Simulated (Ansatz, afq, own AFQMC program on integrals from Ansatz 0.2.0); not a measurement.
# NH₃O (triplet): AFQMC on the coupled-cluster ladder at distance O1–H3 along a hydrogen transfer = 1.073 Å, cc-pVTZ

How near does AFQMC come to the top of the ladder for NH₃O (triplet)?

Method: cc-pVTZ, frozen cores; program: Ansatz 0.2.0, Gaussian basis, and an in-house AFQMC program (afq) on its integrals; all values are calculated.

The runs, in order: PBE (unrestricted); r2SCAN (unrestricted); PBE0 (unrestricted); B3LYP (unrestricted); CCSD(T) on UHF; wB97M-V (unrestricted); B2PLYP (unrestricted); CCSD(T) on UHF; CCSD(T) on UHF; Phaseless AFQMC, CISD trial on UHF.

## Step 1: The geometry

The geometry derives from fragments relaxed apart (PBE0/def2-TZVP) and kept rigid, so it is no stationary point. A hydrogen atom is moved between rigid fragments.

5 atoms, charge 0, spin multiplicity 3.

Atoms are counted from 1 here; the program's logs count them from 0.

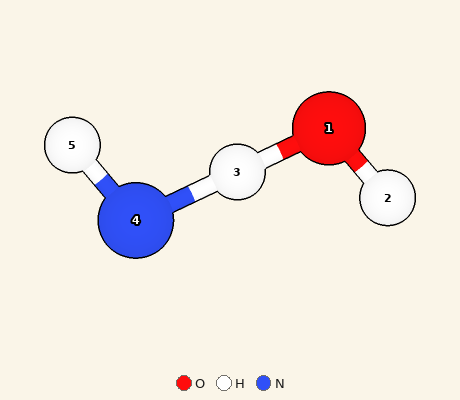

The geometry (oxygen red, hydrogen white, nitrogen blue); atoms are numbered from 1 in the order of the file.

Geometry (Å):

```xyz
5
H3NO
O    -1.0625    0.0024    0.0000
H    -1.3118    0.9289    0.0000
H     0.0105    0.0024    0.0000
N     1.2015    0.0024    0.0000
H     1.4706   -1.0019    0.0000
```

## Step 2: PBE (unrestricted)

in.yaml

```yaml
crystal:
  periodic: [false, false, false]
  atoms:
    - {symbol: O, position_ang: [-1.062509, 0.002370, 0.000000]}
    - {symbol: H, position_ang: [-1.311819, 0.928945, 0.000000]}
    - {symbol: H, position_ang: [0.010491, 0.002370, 0.000000]}
    - {symbol: N, position_ang: [1.201491, 0.002370, 0.000000]}
    - {symbol: H, position_ang: [1.470573, -1.001857, 0.000000]}
basis:
  gaussian: {orbitals: cc-pVTZ}
magnetization: {spin_polarized: true, initial_magnetization: 2}
hamiltonian: {xc: {name: PBE}}
output: {orbitals: {seedname: orbitals}}
```

Launch:

```sh
$ ansatz run in.yaml --threads 1 --pin off --events-out ev --progress --plain --max-ram 8192MiB --backend cpu
```

What it wrote:

```text
Functional definition: PBE
  name "PBE"
  cite "Perdew, Burke & Ernzerhof, Phys. Rev. Lett. 77, 3865 (1996) doi:10.1103/PhysRevLett.77.3865"
  parent pbe
  parameter kappa = 0.804
  parameter beta = 0.06672455060314922
  exchange = pbe_x(kappa = kappa, mu = beta*pi^2/3)
  correlation = pbe_c(beta = beta)
522 factors; their error is unknown
mean field evaluation 1: about -3573.5024 eV, gradient 4.1e1 eV
mean field evaluation 2: about -3533.2724 eV, gradient 9.4e1 eV
mean field evaluation 4: about -3578.8278 eV, gradient 6.9e0 eV
mean field evaluation 8: about -3579.0963 eV, gradient 1.9e-1 eV
mean field evaluation 16: about -3579.0835 eV, gradient 1.7e-4 eV
mean field evaluation 32: about -3577.8570 eV, gradient 5.5e0 eV
mean field -3579.08345917 eV, -131.5288911347 hartree, gradient 2.7e-5 eV, S^2 2.005619; 3 other end points of the search recorded, 0 dependent functions left out
reference -3579.08348133 eV, -131.5288919491 hartree; 10, 8 occupied and 92, 94 virtual orbitals, 522 factors
Total energy: -3579.08348133 eV, -131.5288919491 hartree
```

Run time: 2.8 s. Hardware: 1 thread of AMD EPYC 7R13 (Zen 3), shared host; peak memory 1.9 GiB.

From the report: ⟨S²⟩ of the determinant 2.006 (pure triplet: 2.00).

## Step 3: r2SCAN (unrestricted)

Changes to in.yaml since step 2:

```diff
@@ -11,3 +11,2 @@
 magnetization: {spin_polarized: true, initial_magnetization: 2}
-hamiltonian: {xc: {name: PBE}}
-output: {orbitals: {seedname: orbitals}}
+hamiltonian: {xc: {name: r2SCAN}}
```

Launched as before.

What it wrote:

```text
Functional definition: r2SCAN
  name "r2SCAN"
  cite "Furness, Kaplan, Ning, Perdew & Sun, J. Phys. Chem. Lett. 11, 8208 (2020) doi:10.1021/acs.jpclett.0c02405"
  cite "Furness, Kaplan, Ning, Perdew & Sun, J. Phys. Chem. Lett. 11, 9248 (2020) doi:10.1021/acs.jpclett.0c03077"
  parent r2scan
  parameter k0 = 0.174
  parameter k1 = 0.065
  parameter a1 = 4.9479
  exchange = r2scan_x(k0 = k0, k1 = k1, a1 = a1)
  correlation = r2scan_c
522 factors; their error is unknown
mean field evaluation 1: about -3576.6825 eV, gradient 3.8e1 eV
mean field evaluation 2: about -3546.3381 eV, gradient 8.3e1 eV
mean field evaluation 4: about -3581.0464 eV, gradient 7.0e0 eV
mean field evaluation 8: about -3581.3244 eV, gradient 2.3e-1 eV
mean field evaluation 16: about -3581.3114 eV, gradient 1.7e-4 eV
mean field -3581.31143195 eV, -131.6107676239 hartree, gradient 4.6e-5 eV, S^2 2.010943; 0 other end points of the search recorded, 0 dependent functions left out
reference -3581.31143937 eV, -131.6107678968 hartree; 10, 8 occupied and 92, 94 virtual orbitals, 522 factors
Total energy: -3581.31143937 eV, -131.6107678968 hartree
```

It took 2.3 s on 1 thread of AMD EPYC 7R13 (Zen 3), shared host; peak memory 1.9 GiB.

From the report: ⟨S²⟩ of the determinant 2.011 (pure triplet: 2.00).

## Step 4: PBE0 (unrestricted)

Changes to in.yaml since step 3:

```diff
@@ -11,2 +11,3 @@
 magnetization: {spin_polarized: true, initial_magnetization: 2}
-hamiltonian: {xc: {name: r2SCAN}}
+hamiltonian: {xc: {name: PBE0}}
+output: {orbitals: {seedname: orbitals}}
```

The command is unchanged.

What it wrote:

```text
Functional definition: PBE0
  name "PBE0"
  cite "Adamo & Barone, J. Chem. Phys. 110, 6158 (1999) doi:10.1063/1.478522"
  cite "Perdew, Burke & Ernzerhof, Phys. Rev. Lett. 77, 3865 (1996) doi:10.1103/PhysRevLett.77.3865"
  parent pbe
  parameter a = 0.25
  parameter kappa = 0.804
  parameter beta = 0.06672455060314922
  exchange = (1 - a)*pbe_x(kappa = kappa, mu = beta*pi^2/3) + a*exact_x
  correlation = pbe_c(beta = beta)
525 factors; their error is unknown
mean field evaluation 1: about -3575.2361 eV, gradient 3.4e1 eV
mean field evaluation 2: about -3561.3779 eV, gradient 6.6e1 eV
mean field evaluation 4: about -3578.9792 eV, gradient 2.5e0 eV
mean field evaluation 8: about -3579.0285 eV, gradient 1.6e-1 eV
mean field evaluation 16: about -3579.0252 eV, gradient 9.7e-5 eV
mean field -3579.02519345 eV, -131.5267499087 hartree, gradient 3.9e-5 eV, S^2 2.009996; 0 other end points of the search recorded, 0 dependent functions left out
reference -3579.02520987 eV, -131.5267505124 hartree; 10, 8 occupied and 92, 94 virtual orbitals, 525 factors
Total energy: -3579.02520987 eV, -131.5267505124 hartree
```

It took 1.5 s on 1 thread of AMD EPYC 7R13 (Zen 3), shared host; peak memory 1.9 GiB.

From the report: ⟨S²⟩ of the determinant 2.010 (pure triplet: 2.00).

## Step 5: B3LYP (unrestricted)

Changes to in.yaml since step 4:

```diff
@@ -11,3 +11,2 @@
 magnetization: {spin_polarized: true, initial_magnetization: 2}
-hamiltonian: {xc: {name: PBE0}}
-output: {orbitals: {seedname: orbitals}}
+hamiltonian: {xc: {name: B3LYP}}
```

Same command.

What it wrote (excerpt; [...] marks lines left out):

```text
Functional definition: B3LYP
  name "B3LYP"
  cite "Stephens, Devlin, Chabalowski & Frisch, J. Phys. Chem. 98, 11623 (1994) doi:10.1021/j100096a001"
  cite "Becke, Phys. Rev. A 38, 3098 (1988) doi:10.1103/PhysRevA.38.3098"
  cite "Lee, Yang & Parr, Phys. Rev. B 37, 785 (1988) doi:10.1103/PhysRevB.37.785"
  cite "Vosko, Wilk & Nusair, Can. J. Phys. 58, 1200 (1980) doi:10.1139/p80-159"
[...]
522 factors; their error is unknown
[...]
mean field -3583.14871982 eV, -131.6782867079 hartree, gradient 2.3e-5 eV, S^2 2.008722; 0 other end points of the search recorded, 0 dependent functions left out
reference -3583.14887379 eV, -131.6782923662 hartree; 10, 8 occupied and 92, 94 virtual orbitals, 522 factors
Total energy: -3583.14887379 eV, -131.6782923662 hartree
```

It took 1.5 s on 1 thread of AMD EPYC 7R13 (Zen 3), shared host; peak memory 1.9 GiB.

From the report: ⟨S²⟩ of the determinant 2.009 (pure triplet: 2.00).

## Step 6: CCSD(T) on UHF

Changes to in.yaml since step 5:

```diff
@@ -11,2 +11,2 @@
 magnetization: {spin_polarized: true, initial_magnetization: 2}
-hamiltonian: {xc: {name: B3LYP}}
+correlation: {method: ccsd_t, electrons: outside_noble_gas, hamiltonian_folder: ham}
```

Launch:

```sh
$ ansatz run in.yaml --threads 1 --pin off --events-out ev --progress --plain --max-ram 24576MiB --backend cuda --devices 0, --max-vram 18GiB
```

What it wrote (excerpt; [...] marks lines left out):

```text
Functional definition: HF
  name "HF"
  cite "Fock, Z. Phys. 61, 126 (1930) doi:10.1007/BF01340294"
  parent pbe
[...]
602 factors; integrals over basis functions are off by at most 1.2e-3 eV
[...]
mean field -3564.09642300 eV, -130.9781277139 hartree, gradient 2.8e-6 eV, S^2 2.031587; 4 other end points of the search recorded, 0 dependent functions left out
determinant -3564.09642300 eV, -130.9781277139 hartree, with singles and doubles -3576.21868484 eV, -131.4236126197 hartree
determinant -3561.96487310 eV, -130.8997946998 hartree, with singles and doubles -3573.62050370 eV, -131.3281312238 hartree
determinant -3560.84965895 eV, -130.8588113359 hartree, with singles and doubles -3573.04017306 eV, -131.3068044662 hartree
2 core orbitals not correlated: weight in the atoms' cores, before any rotation towards them, 1.000 or more for the frozen orbitals, at most 0.000 for the correlated occupied ones
reference -3564.09642300 eV, -130.9781277139 hartree; 8, 6 occupied and 92, 94 virtual orbitals, 602 factors
second order -11.42566649 eV of doubles, -0.00000000 eV of singles
cycle   1  -12.02040428 eV  change    -1.1e0 eV  update   1.8e-2
[...]
cycle  12  -12.05505163 eV  change    1.0e-5 eV  update   1.4e-5
perturbative correction -0.40497385 eV, -0.0148825144 hartree
Total energy: -3576.55644848 eV, -131.4360252044 hartree
```

It took 11 s on 1 × NVIDIA H100 80GB HBM3 with 1 thread of AMD EPYC 7R13 (Zen 3), shared host; peak host memory 1.9 GiB.

From the report: ⟨S²⟩ of the determinant 2.032 (pure triplet: 2.00); correlation -12.4600 eV; T1 0.020; largest double amplitude 0.03.

This run also writes the integrals to the folder ham.

## Step 7: wB97M-V (unrestricted)

Changes to in.yaml since step 6:

```diff
@@ -11,2 +11,3 @@
 magnetization: {spin_polarized: true, initial_magnetization: 2}
-correlation: {method: ccsd_t, electrons: outside_noble_gas, hamiltonian_folder: ham}
+hamiltonian: {xc: {name: wB97M-V}}
+output: {orbitals: {seedname: orbitals}}
```

Launch:

```sh
$ ansatz run in.yaml --threads 1 --pin off --events-out ev --progress --plain --max-ram 8192MiB --backend cpu
```

What it wrote (excerpt; [...] marks lines left out):

```text
Functional definition: wB97M-V
  name "wB97M-V"
  cite "Mardirossian & Head-Gordon, J. Chem. Phys. 144, 214110 (2016) doi:10.1063/1.4952647"
  cite "Becke, J. Chem. Phys. 107, 8554 (1997) doi:10.1063/1.475007"
  cite "Vydrov & Van Voorhis, J. Chem. Phys. 133, 244103 (2010) doi:10.1063/1.3521275"
  # Of w^i u^j: cxij and so on, Table III.
[...]
  gx(w, u) = 1 - cx + cx01*u + cx10*w
  gss(w, u) = css00 + css04*u^4 + css10*w + css20*w^2 + css43*w^4*u^3
  gos(w, u) = cos00 + cos10*w + (cos20 + cos21*u)*w^2 + (cos60 + cos61*u)*w^6
[...]
      + integral(e_c_pw_mod_opposite_spin*gos(b97_w_opposite, b97_u_opposite)) + vv10(b, c)
522 factors; their error is unknown
117 factors; integrals over basis functions are off by at most 1.7e-5 eV
[...]
mean field -3581.39545360 eV, -131.6138553629 hartree, gradient 4.6e-5 eV, S^2 2.009341; 0 other end points of the search recorded, 0 dependent functions left out
reference -3581.39548083 eV, -131.6138563633 hartree; 10, 8 occupied and 92, 94 virtual orbitals, 522 factors
Total energy: -3581.39548083 eV, -131.6138563633 hartree
```

It took 4.3 s on 1 thread of AMD EPYC 7R13 (Zen 3), shared host; peak memory 1.9 GiB.

From the report: ⟨S²⟩ of the determinant 2.009 (pure triplet: 2.00).

## Step 8: B2PLYP (unrestricted)

Changes to in.yaml since step 7:

```diff
@@ -11,3 +11,3 @@
 magnetization: {spin_polarized: true, initial_magnetization: 2}
-hamiltonian: {xc: {name: wB97M-V}}
-output: {orbitals: {seedname: orbitals}}
+hamiltonian: {xc: {name: B2PLYP}}
+correlation: {electrons: outside_noble_gas}
```

Same command.

What it wrote (excerpt; [...] marks lines left out):

```text
Functional definition: B2PLYP
  name "B2PLYP"
  cite "Grimme, J. Chem. Phys. 124, 034108 (2006) doi:10.1063/1.2148954"
  cite "Becke, Phys. Rev. A 38, 3098 (1988) doi:10.1103/PhysRevA.38.3098"
  cite "Lee, Yang & Parr, Phys. Rev. B 37, 785 (1988) doi:10.1103/PhysRevB.37.785"
[...]
602 factors; integrals over basis functions are off by at most 1.2e-3 eV
[...]
mean field -3576.62830868 eV, -131.4386660183 hartree, gradient 3.7e-6 eV, S^2 2.017025; 0 other end points of the search recorded, 0 dependent functions left out
2 core orbitals not correlated: weight in the atoms' cores, before any rotation towards them, 1.000 or more for the frozen orbitals, at most 0.000 for the correlated occupied ones
reference -3576.62840532 eV, -131.4386695696 hartree; 8, 6 occupied and 92, 94 virtual orbitals, 602 factors
second order -13.87731049 eV of doubles, -0.00000000 eV of singles
Total energy: -3580.37527915 eV, -131.5763646432 hartree
```

Wall time 2.1 s (1 thread of AMD EPYC 7R13 (Zen 3), shared host); peak memory 1.9 GiB.

From the report: ⟨S²⟩ of the determinant 2.017 (pure triplet: 2.00).

## Step 9: CCSD(T) on UHF

Changes to in.yaml since step 8:

```diff
@@ -9,5 +9,4 @@
 basis:
-  gaussian: {orbitals: cc-pVTZ}
+  gaussian: {orbitals: def2-TZVPP}
 magnetization: {spin_polarized: true, initial_magnetization: 2}
-hamiltonian: {xc: {name: B2PLYP}}
-correlation: {electrons: outside_noble_gas}
+correlation: {method: ccsd_t, electrons: outside_noble_gas}
```

Launch:

```sh
$ ansatz run in.yaml --threads 1 --pin off --events-out ev --progress --plain --max-ram 24576MiB --backend cuda --devices 0, --max-vram 18GiB
```

What it wrote (excerpt; [...] marks lines left out):

```text
Functional definition: HF
  name "HF"
  cite "Fock, Z. Phys. 61, 126 (1930) doi:10.1007/BF01340294"
  parent pbe
[...]
636 factors; integrals over basis functions are off by at most 1.2e-3 eV
[...]
mean field -3564.29568078 eV, -130.9854503024 hartree, gradient 3.5e-6 eV, S^2 2.031816; 5 other end points of the search recorded, 0 dependent functions left out
determinant -3564.29568078 eV, -130.9854503024 hartree, with singles and doubles -3576.38854609 eV, -131.4298549057 hartree
determinant -3562.16854570 eV, -130.9072795300 hartree, with singles and doubles -3573.79214822 eV, -131.3344390439 hartree
determinant -3561.05996247 eV, -130.8665398475 hartree, with singles and doubles -3573.23494787 eV, -131.3139623088 hartree
determinant -3560.82251797 eV, -130.8578139232 hartree, with singles and doubles -3573.07779731 eV, -131.3081871320 hartree
2 core orbitals not correlated: weight in the atoms' cores, before any rotation towards them, 1.000 or more for the frozen orbitals, at most 0.000 for the correlated occupied ones
reference -3564.29568078 eV, -130.9854503024 hartree; 8, 6 occupied and 94, 96 virtual orbitals, 636 factors
second order -11.39557226 eV of doubles, -0.00000000 eV of singles
cycle   1  -11.99788560 eV  change    -1.0e0 eV  update   1.8e-2
[...]
cycle  12  -12.02996515 eV  change    9.0e-6 eV  update   1.5e-5
perturbative correction -0.40591300 eV, -0.0149170275 hartree
Total energy: -3576.73155893 eV, -131.4424603948 hartree
```

Run time: 13 s. Hardware: 1 × NVIDIA H100 80GB HBM3 with 1 thread of AMD EPYC 7R13 (Zen 3), shared host; peak host memory 1.9 GiB.

From the report: ⟨S²⟩ of the determinant 2.032 (pure triplet: 2.00); correlation -12.4359 eV; T1 0.020; largest double amplitude 0.04.

## Step 10: CCSD(T) on UHF

Changes to in.yaml since step 9:

```diff
@@ -9,3 +9,3 @@
 basis:
-  gaussian: {orbitals: def2-TZVPP}
+  gaussian: {orbitals: "def2-QZVPP.json"}
 magnetization: {spin_polarized: true, initial_magnetization: 2}
```

Launched as before.

What it wrote (excerpt; [...] marks lines left out):

```text
Functional definition: HF
  name "HF"
  cite "Fock, Z. Phys. 61, 126 (1930) doi:10.1007/BF01340294"
  parent pbe
[...]
1254 factors; integrals over basis functions are off by at most 1.3e-3 eV
[...]
mean field -3564.47094462 eV, -130.9918911294 hartree, gradient 2.3e-6 eV, S^2 2.032092; 5 other end points of the search recorded, 0 dependent functions left out
determinant -3564.47094462 eV, -130.9918911294 hartree, with singles and doubles -3577.46168857 eV, -131.4692921644 hartree
determinant -3562.35888400 eV, -130.9142743334 hartree, with singles and doubles -3574.88645684 eV, -131.3746541439 hartree
determinant -3561.24143430 eV, -130.8732088143 hartree, with singles and doubles -3574.32841852 eV, -131.3541466139 hartree
determinant -3561.02302502 eV, -130.8651824214 hartree, with singles and doubles -3574.19231388 eV, -131.3491448605 hartree
2 core orbitals not correlated: weight in the atoms' cores, before any rotation towards them, 1.000 or more for the frozen orbitals, at most 0.000 for the correlated occupied ones
reference -3564.47094462 eV, -130.9918911294 hartree; 8, 6 occupied and 194, 196 virtual orbitals, 1254 factors
second order -12.30305442 eV of doubles, -0.00000000 eV of singles
cycle   1  -12.75764580 eV  change    -1.3e0 eV  update   2.2e-2
[...]
cycle  13  -12.80251632 eV  change   -5.4e-6 eV  update   1.0e-5
perturbative correction -0.47279762 eV, -0.0173749922 hartree
Total energy: -3577.74625856 eV, -131.4797499185 hartree
```

It took 12 s on 1 × NVIDIA H100 80GB HBM3 with 1 thread of AMD EPYC 7R13 (Zen 3), shared host; peak host memory 1.9 GiB.

From the report: ⟨S²⟩ of the determinant 2.032 (pure triplet: 2.00); correlation -13.2753 eV; T1 0.021; largest double amplitude 0.04.

## Step 11: Phaseless AFQMC, CISD trial on UHF

It reads the integrals that the CCSD(T) run on this determinant wrote.

Launch:

```sh
$ afq ham --method phaseless --trial cisd --walkers 900 --populations 20 --least-time 60 --time-step 0.005 --steps-per-block 50 --equilibration-blocks 28 --max-blocks 4000 --target-error 0.00022 --factor-cut 1e-05 --start spin_pure --seed 7905 --release-times 0.24,0.51,0.99,1.62,2.4 --release-step 0.03 --release-every 3 --taylor-order 6
```

What it wrote:

```text
orbitals 100  electrons 8 6  factors 602 of 602
reference energy -130.97812771 Eh
CCSD correlation -0.44301525 Eh in 16 cycles, weight of the determinant in the CISD state 0.8798
energy of the start -131.419195 Eh
 block  time / (1/Eh)  mean weight  energy / Eh
     1     0.250  0.9998  -131.418776
     2     0.500  0.9989  -131.427113
     3     0.750  0.9998  -131.430573
     4     1.000  0.9992  -131.432726
     5     1.250  0.9998  -131.434201
     6     1.500  1.0004  -131.435478
     7     1.750  0.9990  -131.438629
     8     2.000  0.9997  -131.439409
     9     2.250  1.0003  -131.439272
    10     2.500  1.0006  -131.440088
    13     3.250  0.9990  -131.436380
    19     4.750  1.0016  -131.436840
    25     6.250  1.0002  -131.434329
    31     7.750  1.0006  -131.440759
    37     9.250  1.0002  -131.433409
    43    10.750  0.9994  -131.436206
    49    12.250  0.9991  -131.436409
    55    13.750  0.9983  -131.436897
    61    15.250  1.0005  -131.438748
    67    16.750  1.0002  -131.436193
    73    18.250  0.9998  -131.435764
    79    19.750  0.9980  -131.438259
    85    21.250  1.0005  -131.435917
    91    22.750  0.9997  -131.436734
    97    24.250  1.0001  -131.436367
   103    25.750  1.0005  -131.435333
   109    27.250  1.0011  -131.438099
   115    28.750  1.0003  -131.435394
   121    30.250  0.9997  -131.435251
   127    31.750  0.9994  -131.437087
   133    33.250  0.9997  -131.438068
   139    34.750  0.9989  -131.436673
   145    36.250  1.0006  -131.437419
   151    37.750  0.9999  -131.437355
   157    39.250  1.0001  -131.436217
   163    40.750  0.9999  -131.436933
   169    42.250  0.9998  -131.436674
   175    43.750  0.9998  -131.440187
   181    45.250  0.9995  -131.437997
   187    46.750  0.9993  -131.437157
   193    48.250  1.0012  -131.432264
   199    49.750  0.9992  -131.435420
   205    51.250  0.9996  -131.436931
   211    52.750  1.0001  -131.433158
   217    54.250  1.0008  -131.438283
   223    55.750  0.9999  -131.436178
   229    57.250  1.0000  -131.435146
   235    58.750  1.0000  -131.440137
   241    60.250  0.9997  -131.433385
error from the spread of 20 populations
released: time / (1/Eh)  energy / Eh  error  mean overlap
  0.24  -131.437172  0.000244  0.9919
  0.51  -131.437654  0.000232  0.9873
  0.99  -131.441122  0.003101  0.9738
  1.62  -131.437881  0.000523  0.9577
  2.40  -131.438458  0.000855  0.9545
energy -131.436454 +/- 0.000248 Eh
```

Wall time 4 min (1 × NVIDIA H100 80GB HBM3 with 2 threads of AMD EPYC 7R13 (Zen 3), shared host); peak host memory 1.9 GiB.

Energy -3576.5681 ± 0.0068 eV. Caveats: constraint bias not in the error.

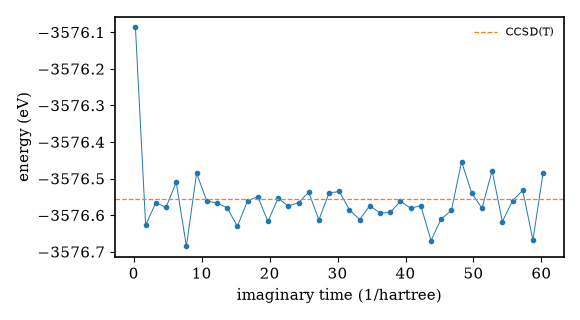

Block energies along the walk.

## Step 12: AFQMC on the ladder

On the UHF determinant, counted from CCSD(T) (a yardstick, not exact):

```
                                               level  energy (eV)  from CCSD(T) (kcal/mol)  statistical error (kcal/mol)   time
                                                  HF   -3564.0964                  +287.34                                     
                                                 MP2   -3575.5221                   +23.85                                     
                                                CCSD   -3576.1515                    +9.34                                     
                                             CCSD(T)   -3576.5564                     0.00                                     
Phaseless AFQMC, CISD trial, step 0.005, 900 walkers   -3576.5681                    -0.27                          0.16  4 min
```

The functionals' totals stand on their own zeros and serve differences with other points: PBE -3579.083 eV; r2SCAN -3581.311 eV; PBE0 -3579.025 eV; B3LYP -3583.149 eV; wB97M-V -3581.395 eV; B2PLYP -3580.375 eV.

## Step 13: Results

| quantity | value |
| --- | --- |
| Phaseless AFQMC, CISD trial on UHF from CCSD(T) | -0.27 ± 0.16 kcal/mol |

**Reading.** On UHF the phaseless walk with the CISD trial lies -0.27 kcal/mol from CCSD(T), within three error bars. Error bars are statistical and leave out the constraint, the time step and what remains of the start.
